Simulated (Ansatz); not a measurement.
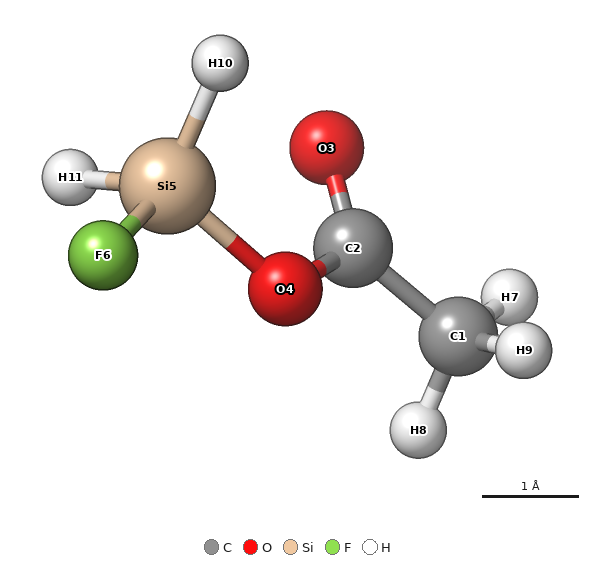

The structure as given in the input (ball-and-stick view, seen at an oblique angle; atoms are numbered from 1 in the order of the input). Bond lengths as drawn: C–C 1.49 Å, C–H 1.09 Å, C–O 1.21 to 1.34 Å, F–Si 1.59 Å, H–Si 1.47 Å and O–Si 1.69 Å.

**What a change does: single-point calculation on C$_{2}$H$_{5}$FO$_{2}$Si**

System: C$_{2}$H$_{5}$FO$_{2}$Si, SMILES CC(=O)O[SiH2]F.
Method of the first run: RKS SPW92 (LDA)/def2-TZVPP (Ansatz 0.2.0).

The geometry comes from this level: PBE0-D4/def2-TZVP. Text and figures count atoms from 1; the logs count them from 0 in places.

**Input, the first run**
```yaml
crystal:
  periodic: [false, false, false]
  atoms:
    - {symbol: C, position_ang: [-0.092925, -1.158162, 1.587427]}
    - {symbol: C, position_ang: [0.270975, -0.502196, 0.299470]}
    - {symbol: O, position_ang: [1.178152, -0.828075, -0.428774]}
    - {symbol: O, position_ang: [-0.514038, 0.532345, -0.024334]}
    - {symbol: Si, position_ang: [-0.064719, 1.241136, -1.488505]}
    - {symbol: F, position_ang: [-1.129712, 2.415181, -1.636600]}
    - {symbol: H, position_ang: [0.585525, -1.982738, 1.789421]}
    - {symbol: H, position_ang: [-1.122107, -1.518667, 1.534214]}
    - {symbol: H, position_ang: [-0.050093, -0.424825, 2.395033]}
    - {symbol: H, position_ang: [1.269173, 1.857085, -1.393999]}
    - {symbol: H, position_ang: [-0.264830, 0.311817, -2.612753]}
basis:
  gaussian: {orbitals: def2-TZVPP}
hamiltonian: {xc: lda}
output: {orbitals: {seedname: orbitals}}
```

Launched with:
```bash
ansatz run in.yaml --threads 4 --pin off --events-out ev --progress --plain --max-ram 10444MiB
```

Hardware: 4 threads of Arm Neoverse N1, 23 GiB of memory available, shared host.

**Output (the first run)**
```
Functional definition: SPW92
  exchange = slater_x
  correlation = pw_c
1401 factors; their error is unknown
mean field evaluation 1: about -16741.7109 eV, gradient 8.2e1 eV
mean field evaluation 2: about -16717.2171 eV, gradient 1.4e2 eV
mean field evaluation 4: about -16753.3019 eV, gradient 1.6e1 eV
mean field evaluation 8: about -16753.7575 eV, gradient 1.8e-1 eV
mean field evaluation 16: about -16753.7261 eV, gradient 5.9e-4 eV
mean field -16753.72614782 eV, -615.6880798490 hartree, gradient 8.3e-5 eV, S^2 0.000000; 0 other end points of the search recorded, 0 dependent functions left out
reference -16753.72618729 eV, -615.6880812995 hartree; 28, 28 occupied and 239, 239 virtual orbitals, 1401 factors
Total energy: -16753.72618729 eV, -615.6880812995 hartree
```

The second run used a changed input.

**The two runs side by side**

```csv
quantity,the first run,the second run
outcome,converged,converged
total energy (hartree),−615.688081,−619.129867
HOMO (eV),−7.08,−7.36
LUMO (eV),−1.71,−1.05
basis functions,267,267
wall time (shared host),2.2 s,17 s
```

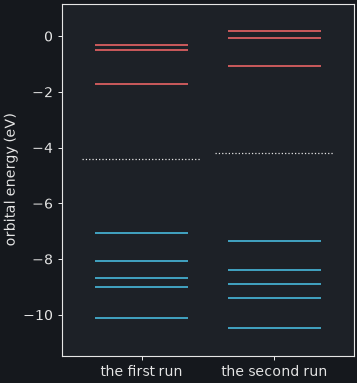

The five highest filled and three lowest empty orbital energies of the two runs; the dotted lines part filled from empty levels. The HOMO–LUMO gap is 5.37 eV in the first run and 6.30 eV in the second run.

Which change of the input explains these differences?

The change (lines with − go, lines with + come):
```diff
-hamiltonian: {xc: lda}
+hamiltonian: {xc: {name: B97M-V}}
```

The total energies belong to different methods, so their difference says nothing on which is more stable or more accurate. The HOMO goes from −7.08 to −7.36 eV. The LUMO goes from −1.71 to −1.05 eV. On the same kind of shared host the second run took about 7.7 times as long.

**Output (the second run)**
```
Functional definition: B97M-V
  parameter cx00 = 1.000
  parameter cx01 = 1.308
  parameter cx02 = 1.901
  parameter cx10 = 0.416
  parameter cx11 = 3.070
  parameter css00 = 1.000
  parameter css02 = -1.855
  parameter css10 = -5.668
  parameter css32 = -20.497
  parameter css42 = -20.364
  parameter cos00 = 1.000
  parameter cos01 = 1.573
  parameter cos03 = -6.298
  parameter cos10 = 2.535
  parameter cos32 = -6.427
  parameter b = 6.0
  parameter c = 0.01
  gx(w, u) = cx00 + cx01*u + cx02*u^2 + (cx10 + cx11*u)*w
  gss(w, u) = css00 + css02*u^2 + css10*w + (css32*w^3 + css42*w^4)*u^2
  gos(w, u) = cos00 + cos01*u + cos03*u^3 + cos10*w + cos32*w^3*u^2
  exchange = spin_sum(e_x_unif_s*gx(b97_w, b97_u_x))
  correlation = spin_sum(e_c_pw_mod_same_spin*gss(b97_w, b97_u_same))
      + integral(e_c_pw_mod_opposite_spin*gos(b97_w_opposite, b97_u_opposite)) + vv10(b, c)
1401 factors; their error is unknown
mean field evaluation 1: about -16838.2335 eV, gradient 7.3e1 eV
mean field evaluation 2: about -16826.6362 eV, gradient 1.1e2 eV
mean field evaluation 4: about -16847.2674 eV, gradient 8.7e0 eV
mean field evaluation 8: about -16847.4172 eV, gradient 3.0e-1 eV
mean field evaluation 16: about -16847.3819 eV, gradient 2.5e-3 eV
mean field -16847.38189018 eV, -619.1298648985 hartree, gradient 4.5e-5 eV, S^2 0.000000; 0 other end points of the search recorded, 0 dependent functions left out
reference -16847.38195243 eV, -619.1298671862 hartree; 28, 28 occupied and 239, 239 virtual orbitals, 1401 factors
Total energy: -16847.38195243 eV, -619.1298671862 hartree
```
